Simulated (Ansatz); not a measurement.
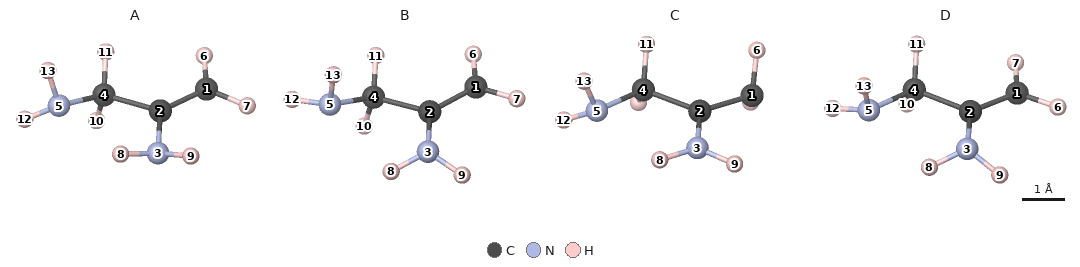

4 geometries from a converged minimum-energy path of C3H8N2, shuffled. The picture is a ball-and-stick view, seen from a free direction.

The calculation used RKS PBE-D4/def2-mTZVP in Ansatz. Run with 5 movable images; climbing image; force threshold 0.05 eV/Å; iteration limit 60; starting path through a guess of the saddle point.

**Which frame is the top of the path?**

C. In order along the path, whose images run from 0 to 6: B (image 0, 0.0 kJ/mol), A (image 1, +0.6 kJ/mol), C (image 3, +208.3 kJ/mol), D (image 5, +3.8 kJ/mol). The motion is a rotation about the C1–C2 bond by about 180°. No bond forms or breaks between the ends. Bond angles that change up to the highest image, for instance: C2–C1–H7 122.2° → 108.5°, H6–C1–H7 117.3° → 104.3°.
